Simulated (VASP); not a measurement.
**ZrC: cell size against the level of theory**

Which functional gives the lattice of ZrC as experiment finds it, and is a dearer one worth its cost? The levels: LDA, PBEsol, PBE, r2SCAN, PBE + D3(BJ), r2SCAN + rVV10, PBE + TS and optB86b-vdW. The start is a cell from a database of measured crystal structures.

Calculated with VASP 6.6.1; LDA; plane waves and PAW (Zr_sv, C), in the first sound run; inputs show where later runs differ.

The database entry behind the starting cell differs from later determinations by our own check (0.1 to 0.3 % short, probably kX units), so it need not match the best structure at ambient conditions.

### Step 1. Set-up

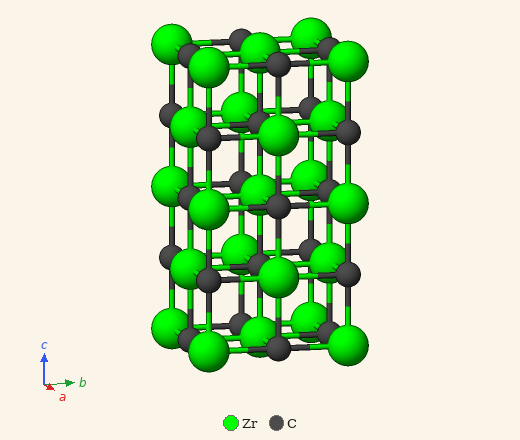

Start, viewed slightly off an axis; zirconium green, carbon dark grey. 1×1×2 cells are drawn. This picture shows the conventional cell, with its axes. Some periodic images of atoms are drawn too.

Coordinates:

```
Zr C
1.0
     0.00000    2.34140    2.34140
     2.34140    0.00000    2.34140
     2.34140    2.34140    0.00000
Zr C
1 1
Cartesian
  0.0000 0.0000 0.0000
  2.3414 2.3414 2.3414
```

### Step 2. Relaxation with LDA

Properties are meant for the cell that this level of theory prefers, so cell and atoms are relaxed first (ISIF = 3) until forces and stress are small; EDIFFG sets the threshold. LDA, the lowest rung, knows the local density alone.

The input, INCAR:

```
SYSTEM = ZrC
PREC = Accurate
ENCUT = 560
EDIFF = 1E-06
NELM = 100
ISMEAR = -1
SIGMA = 0.05
LREAL = .FALSE.
ALGO = Normal
GGA = CA
NBANDS = 14
LORBIT = 11
LWAVE = .FALSE.
LCHARG = .FALSE.
KPAR = 2
IBRION = 2
NSW = 60
ISIF = 3
EDIFFG = -0.01
```

The input, POSCAR:

```
ZrC
1.0
    0.0000000000      2.3414000000      2.3414000000
    2.3414000000      0.0000000000      2.3414000000
    2.3414000000      2.3414000000      0.0000000000
Zr C
1 1
Direct
    0.0000000000      0.0000000000      0.0000000000
    0.5000000000      0.5000000000      0.5000000000
```

The input, KPOINTS:

```
Automatic mesh
0
Gamma
8 8 8
0 0 0
```

Potentials, in the order of the species: Zr_sv and C (PBE family, release 64).

The run is started by

```console
> mpirun -np 2 vasp_std
```

Numbers of over 12 decimals in the logs are rounded to 6 here.

Log:

```text
[banner, memory and clock lines left out]
running    2 mpi-ranks, on    1 nodes
 distrk:  each k-point on    1 cores,    2 groups
 distr:  one band on    1 cores,    1 groups

 POSCAR found type information on POSCAR ZrC
 POSCAR found :  2 types and       2 ions
|                                                                             |
|               ----> ADVICE to this user running VASP <----                  |
|                                                                             |
|     You enforced a specific xc type in the INCAR file but a different       |
|     [... a line on the potential file left out ...]
|     I HOPE YOU KNOW WHAT YOU ARE DOING!                                     |
|                                                                             |

 LDA part: xc-table for (Slater(with rela. corr.)+CA(PZ))
 , standard interpolation
 POSCAR, INCAR and KPOINTS ok, starting setup
 FFT: planning ... GRIDC
 FFT: planning ... GRID_SOFT
 FFT: planning ... GRID
 WAVECAR not read
 entering main loop
       N       E                     dE             d eps       ncg     rms          rms(c)
DAV:   1     0.104474735692E+03    0.10447E+03   -0.90528E+03   820   0.121E+03
DAV:   2    -0.198742127792E+02   -0.12435E+03   -0.11637E+03  1028   0.308E+02
DAV:   3    -0.246279409011E+02   -0.47537E+01   -0.47091E+01  1152   0.528E+01
DAV:   4    -0.247349599774E+02   -0.10702E+00   -0.10697E+00  1048   0.747E+00
DAV:   5    -0.247363839572E+02   -0.14240E-02   -0.14237E-02  1124   0.749E-01    0.216E+01
DAV:   6    -0.215111538480E+02    0.32252E+01   -0.78288E+00   946   0.242E+01    0.808E+00
DAV:   7    -0.213514809441E+02    0.15967E+00   -0.51787E-01   930   0.629E+00    0.686E+00
DAV:   8    -0.213489915660E+02    0.24894E-02   -0.32649E-01   944   0.427E+00    0.454E+00
DAV:   9    -0.213199130477E+02    0.29079E-01   -0.82197E-02   890   0.197E+00    0.403E-01
DAV:  10    -0.213202167839E+02   -0.30374E-03   -0.21403E-03  1090   0.492E-01    0.418E-01
DAV:  11    -0.213200038206E+02    0.21296E-03   -0.78534E-04   914   0.229E-01    0.466E-02
DAV:  13    -0.213199996336E+02    0.48191E-06   -0.14993E-06   850   0.887E-03
   1 F= -.21320000E+02 E0= -.21318561E+02  d E =-.213200E+02
 curvature:   0.00 expect dE= 0.000E+00 dE for cont linesearch  0.000E+00
 trial: gam= 0.00000 g(F)=  0.566E-61 g(S)=  0.518E-01 ort = 0.000E+00 (trialstep = 0.100E+01)
 search vector abs. value=  0.518E-01
 bond charge predicted
       N       E                     dE             d eps       ncg     rms          rms(c)
DAV:   1    -0.216788431962E+02   -0.35884E+00   -0.12324E+01   920   0.361E+01    0.870E+00
DAV:   2    -0.213427586397E+02    0.33608E+00   -0.69825E-01   902   0.965E+00    0.239E+00
DAV:   3    -0.212833841016E+02    0.59375E-01   -0.35820E-01  1200   0.447E+00    0.922E-01
DAV:   4    -0.212914179695E+02   -0.80339E-02   -0.85852E-03  1198   0.683E-01    0.661E-01
DAV:   5    -0.212987555402E+02   -0.73376E-02   -0.12283E-02  1296   0.583E-01    0.925E-02
DAV:   6    -0.212988923068E+02   -0.13677E-03   -0.45069E-04  1228   0.194E-01    0.622E-02
DAV:   7    -0.212988953043E+02   -0.29975E-05   -0.73238E-05   944   0.106E-01    0.218E-02
DAV:   8    -0.212988935333E+02    0.17710E-05   -0.50588E-06   878   0.270E-02    0.232E-03
DAV:   9    -0.212988934553E+02    0.77992E-07   -0.10759E-07   508   0.332E-03
   2 F= -.21298893E+02 E0= -.21297501E+02  d E =0.211062E-01
 trial-energy change:    0.021106  1 .order    0.022316   -0.051816    0.096448
 step:   0.3608(harm=  0.3495)  dis= 0.00000  next Energy=   -21.329403 (dE=-0.940E-02)
 bond charge predicted
       N       E                     dE             d eps       ncg     rms          rms(c)
DAV:   1    -0.214764958974E+02   -0.17760E+00   -0.49326E+00   884   0.233E+01    0.539E+00
DAV:   2    -0.213504884754E+02    0.12601E+00   -0.34902E-01   962   0.672E+00    0.154E+00
DAV:   3    -0.213235131123E+02    0.26975E-01   -0.12232E-01  1198   0.261E+00    0.416E-01
DAV:   4    -0.213263944664E+02   -0.28814E-02   -0.54241E-03  1334   0.542E-01    0.427E-01
DAV:   5    -0.213288050291E+02   -0.24106E-02   -0.12534E-03  1336   0.230E-01    0.127E-01
DAV:   6    -0.213295486758E+02   -0.74365E-03   -0.14703E-03  1290   0.233E-01    0.344E-02
DAV:   7    -0.213295601043E+02   -0.11428E-04   -0.19439E-05   866   0.463E-02    0.694E-03
DAV:   8    -0.213295609869E+02   -0.88265E-06   -0.14496E-06   978   0.114E-02
   3 F= -.21329561E+02 E0= -.21328131E+02  d E =-.956135E-02
 curvature:  -0.17 expect dE=-0.124E-05 dE for cont linesearch -0.124E-05
 trial: gam=-0.01157 g(F)=  0.742E-61 g(S)=  0.711E-05 ort = 0.607E-03 (trialstep = 0.872E+00)
 search vector abs. value=  0.107E-08
 reached required accuracy - stopping structural energy minimisation
```

Run time: 19 s. Hardware: 2 MPI ranks of AMD EPYC 7R43, shared host; peak memory 0.23 GiB; 38 s of CPU time.

Lines that name or quote the potential files are left out of all logs, and their timing lines are given in words.

Parts of OUTCAR (step 2):

```text
ion  position               nearest neighbor table
   1  0.000  0.000  0.000-   2 2.34   2 2.34   2 2.34   2 2.34   2 2.34   2 2.34
   2  0.500  0.500  0.500-   1 2.34   1 2.34   1 2.34   1 2.34   1 2.34   1 2.34

  LATTYP: Found a face centered cubic cell.
 ALAT       =     4.6828000000

 Subroutine GETGRP returns: Found 48 space group operations
 (whereof 48 operations were pure point group operations)

The static configuration has the point symmetry O_h .

 Found     29 irreducible k-points:

   k-points           NKPTS =     29   k-points in BZ     NKDIM =     29   number of bands    NBANDS=     14

   dimension x,y,z NGX =    28 NGY =   28 NGZ =   28
   dimension x,y,z NGXF=    56 NGYF=   56 NGZF=   56

   ENCUT  =  560.0 eV  41.16 Ry    6.42 a.u.   6.39  6.39  6.39*2*pi/ulx,y,z

   NELECT =      16.0000    total number of electrons

 k-points in reciprocal lattice and weights: Automatic mesh
   0.00000000  0.00000000  0.00000000       0.002
   0.12500000  0.00000000  0.00000000       0.016
   0.25000000  0.00000000  0.00000000       0.016
   0.37500000  0.00000000  0.00000000       0.016
   0.50000000  0.00000000  0.00000000       0.008
   0.12500000  0.12500000  0.00000000       0.012
   0.25000000  0.12500000  0.00000000       0.047
   0.37500000  0.12500000  0.00000000       0.047
   0.50000000  0.12500000  0.00000000       0.047
[...]
-0.37500000  0.50000000  0.12500000       0.023
  -0.25000000  0.50000000  0.25000000       0.012

 average (electrostatic) potential at core
       1 -72.4380       2 -43.6871

 E-fermi :   9.6891

 k-point     1 :       0.0000    0.0000    0.0000
  band No.  band energies     occupation
      1     -37.9300      2.00000
      2     -15.7648      2.00000
      3     -15.7648      2.00000
      4     -15.7648      2.00000
      5      -1.5245      2.00000
      6      10.6890      0.00000
      7      10.6890      0.00000
      8      10.6890      0.00000
      9      10.7796      0.00000
     10      10.7796      0.00000
    ...

 k-point     2 :       0.1250    0.0000    0.0000
  band No.  band energies     occupation
    ...
      4     -15.7782      2.00000
      5      -1.1518      2.00000
      6       8.9432      2.00000
      7       9.3116      1.99895
      8       9.3116      1.99895
      9      11.3099      0.00000
     10      11.3099      0.00000
     11      11.8149      0.00000
     12      14.2379      0.00000
     13      14.2379      0.00000
    ...

 k-point     3 :       0.2500    0.0000    0.0000
  band No.  band energies     occupation
    ...
      4     -15.8102      2.00000
      5      -0.1803      2.00000
      6       6.9496      2.00000
      7       7.8923      2.00000
      8       7.8923      2.00000
      9      12.3247      0.00000
     10      12.3247      0.00000
     11      12.5819      0.00000
     12      16.7509      0.00000
     13      16.7509      0.00000
    ...

  Total       -0.0099089     -0.0099089     -0.0099089      0.0000000      0.0000000     -0.0000000
  in kB       -0.6322782     -0.6322782     -0.6322782      0.0000000      0.0000000     -0.0000000
  external PRESSURE =      -0.6322782 kB  Pullay stress =       0.0000000 kB

  energy-cutoff  :      560.00
  volume of cell :       25.11
      direct lattice vectors                 reciprocal lattice vectors
    -0.000000000  2.324158044  2.324158044    -0.215131669  0.215131669  0.215131669
     2.324158044  0.000000000  2.324158044     0.215131669 -0.215131669  0.215131669
     2.324158044  2.324158044  0.000000000     0.215131669  0.215131669 -0.215131669

 POSITION                                       TOTAL-FORCE (eV/Angst)
 -----------------------------------------------------------------------------------
     -0.00000      0.00000      0.00000        -0.000000     -0.000000      0.000000
      2.32416      2.32416      2.32416         0.000000      0.000000     -0.000000
 -----------------------------------------------------------------------------------
    total drift:                                0.000000      0.000000      0.000000

  FREE ENERGIE OF THE ION-ELECTRON SYSTEM (eV)
  ---------------------------------------------------
  free  energy   TOTEN  =       -21.3295609869 eV

  energy  without entropy=      -21.3267001388  energy(sigma->0) =      -21.32813056

 reached required accuracy - stopping structural energy minimisation

 total charge
# of ion       s       p       d       tot
------------------------------------------
    1        2.185   6.047   1.701   9.933
    2        0.872   1.490   0.000   2.362
--------------------------------------------------
tot          3.057   7.537   1.701  12.295

[... 3 further parts left out ...]
```

The k-mesh is coarse for a metal. The PAW data sets were made with PBE, though LDA sets exist; this is a small mismatch. The run keeps the 48 symmetry operations of its start, so it cannot find a distortion of lower symmetry.

The steps of the relaxation:

```
step  energy less that of the first step (eV)  largest force (eV/Å)  pressure (GPa)  volume (Å³)
   1                                   0.0000                0.0000           -5.28        25.67
   2                                   0.0211                0.0000           10.46        24.13
   3                                  -0.0096                0.0000           -0.06        25.11
```

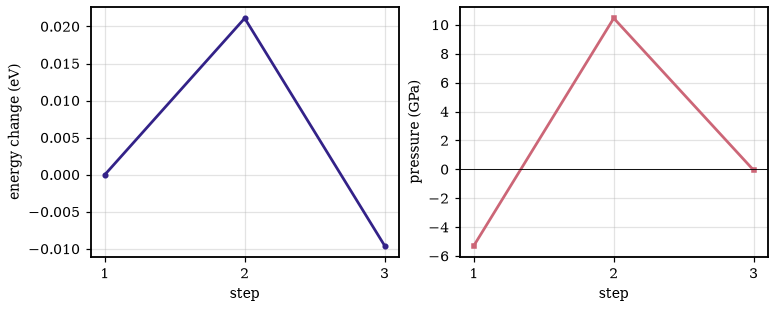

Energy and pressure along the relaxation.

```csv
"conventional cell, symmetrised",before,after,change
a (Å),4.683,4.648,-0.7 %
b (Å),4.683,4.648,-0.7 %
c (Å),4.683,4.648,-0.7 %
volume (Å³/atom),12.84,12.55,-2.2 %
```

The relaxed structure:

```xyz
2
Lattice="0.0000 2.3242 2.3242 2.3242 0.0000 2.3242 2.3242 2.3242 0.0000" Properties=species:S:1:pos:R:3 pbc="T T T"
Zr    0.0000    0.0000    0.0000
C     2.3242    2.3242    2.3242
```

This step gave:

| Item | Value |
| --- | --- |
| electrons | 16 |
| bands | 14 |
| irreducible k-points | 29 |
| symmetry operations | 48 |
| free energy (TOTEN) | -21.33 eV |
| energy at zero smearing | -21.33 eV |
| Fermi energy | 9.689 eV |
| pressure | -0.06323 GPa |
| metallic | yes |
| SCF cycles over all ionic steps | 30 |

It ends with forces that vanish by symmetry and a pressure of -0.06 GPa. The volume lies -2.2 % from that of the database's start, which holds the thermal and zero-point expansion of its experiment. The conventional cell has a = 4.648 Å.

(Continued in part 2 of 3.)

[Lines on the potential files, build, host, timing and source positions are cut from VASP's logs without a mark.]

[Logs are printed without paths, hosts, clocks, repeated set-up lines and the standing remarks that a program may print on its own settings, such as how far it seeks lower states.]

[Hosts, paths, dates, database ids (printed as entryN), source tags and the programs' standing remarks are cut or masked in the printed files.]

[Measured values are set beside computed ones only where the two were judged alike; some that the calculation misses by far are left out.]
